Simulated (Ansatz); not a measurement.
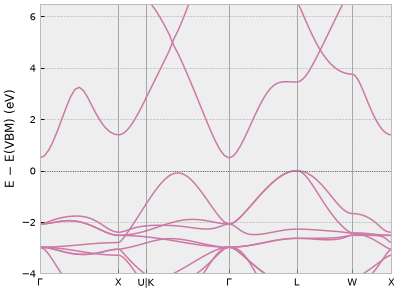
*Band structure from the program Ansatz at the PBEsol level (PAW)*

### Question
Read off the gap and where the band edges lie.

### Answer
About 0.5 eV (0.50 eV by a search for the band edges); maximum at L, minimum at Γ.

The material is AgBr (rock salt, space group No. 225).

Space group Fm-3m (rock salt). The cell was relaxed with PBEsol under the symmetry of its start. The run is not spin-polarised. Scalar-relativistic: spin–orbit coupling is off unless named, which matters more the heavier the elements.

Potentials: the later of the program's two PAW sets.
